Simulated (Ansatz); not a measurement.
## A computed series for GaMo4S8: pressure series

Consider GaMo4S8 (space group F-43m, No. 216; a = 9.665 Å).

Cell and atoms are relaxed at each pressure.

The values are results of PBEsol (Ansatz, a quantum-chemistry and plane-wave program, PAW, without spin-orbit coupling), not measurements.

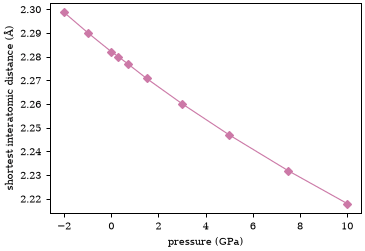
*Shortest interatomic distance against pressure*

```tsv
pressure (GPa)	shortest interatomic distance
-2	2.299 Å
-1	2.290 Å
0.3	2.280 Å
0.7	2.277 Å
1.5	2.271 Å
3	2.260 Å
5	2.247 Å
7.5	2.232 Å
10	2.218 Å
```

Load acts through the strain it causes; cell and atoms are relaxed under it. Whether these cells are dynamically stable was not tested. No other phases were tried under pressure. The base started in R3m and relaxed to F-43m at this level. The final runs are not spin-polarised. An odd electron count without spin: GaMo4S8.
